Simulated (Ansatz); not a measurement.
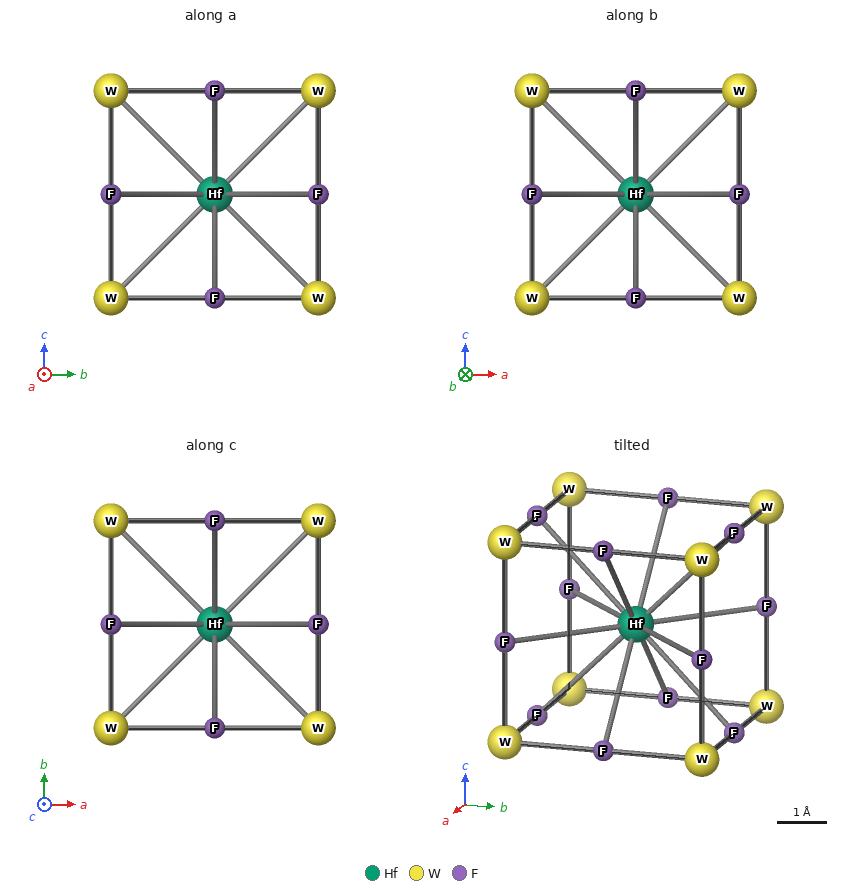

The figure gives a ball-and-stick picture of the atoms, viewed along the a axis, along the b axis, along the c axis and slightly off an axis. The lines enclose the conventional unit cell; boundary atoms appear with their images.

Lattice parameters: a = 4.240 Å, b = 4.240 Å, c = 4.240 Å, α = 90.00°, β = 90.00°, γ = 90.00°. Put a along x and b in the xy plane.

Question: Reconstruct the structure as a POSCAR file.

Answer:
```
Hf W F
1.0
     4.240    0.000    0.000
     0.000    4.240    0.000
     0.000    0.000    4.240
Hf W F
1 1 3
Direct
  0.5000 0.5000 0.5000
  0.0000 0.0000 0.0000
  0.5000 0.0000 0.0000
  0.0000 0.5000 0.0000
  0.0000 0.0000 0.5000
```

It goes back to a structure type filled with these elements by a generator (whether the compound takes this form wasn't checked). The geometry was optimised with DFT PBE, scalar-relativistic, plane waves, PAW in Ansatz.
